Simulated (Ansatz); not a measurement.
# H4NSi: the cost of one run

Program: Ansatz 0.2.0, Gaussian basis. Level of theory: single points in def2-TZVPP. These are calculated values, not measurements.

Cores are frozen in the correlated methods.

## Step 1: The system as given

SMILES `[NH2+]=[SiH2]`, 6 atoms, charge 1, spin multiplicity 1.

Atoms are counted from 1 here; the program's logs count them from 0.

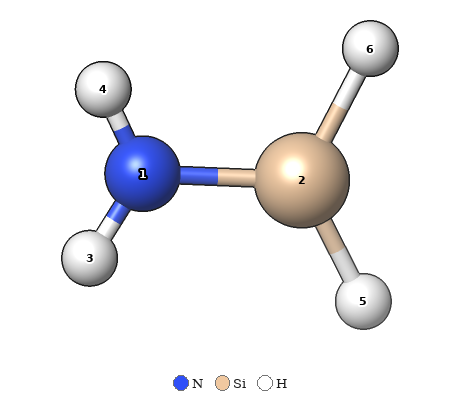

As it starts; nitrogen blue, silicon light orange, hydrogen white; atoms are numbered from 1 in the order of the file.

Geometry (Å):

```xyz
6

N    -0.0100   -0.8470    0.2138
Si    0.0083    0.7848   -0.1989
H     0.4483   -1.5463   -0.4234
H    -0.4151   -1.0996    1.0845
H     0.4553    1.1910   -1.5570
H    -0.5622    1.7375    0.9253
```

## Step 2: PBE-D4/def2-TZVPP

The input, run/in.yaml:

```yaml
crystal:
  periodic: [false, false, false]
  atoms:
    - {symbol: N, position_ang: [-0.010027, -0.847034, 0.213794]}
    - {symbol: Si, position_ang: [0.008253, 0.784798, -0.198895]}
    - {symbol: H, position_ang: [0.448283, -1.546269, -0.423364]}
    - {symbol: H, position_ang: [-0.415136, -1.099601, 1.084546]}
    - {symbol: H, position_ang: [0.455290, 1.191006, -1.556990]}
    - {symbol: H, position_ang: [-0.562195, 1.737477, 0.925283]}
basis:
  gaussian: {orbitals: def2-TZVPP}
total_charge: 1
hamiltonian: {xc: pbe, dispersion: d4}
output: {forces: true}
```

The run is started by

```
$ ansatz run in.yaml --threads 2 --pin off --events-out ev --progress --plain --max-ram 3481MiB
```

What time and memory should one allow on 2 threads of Arm Neoverse V1, shared host?

About 1.1 s, with a peak of 0.11 GiB.
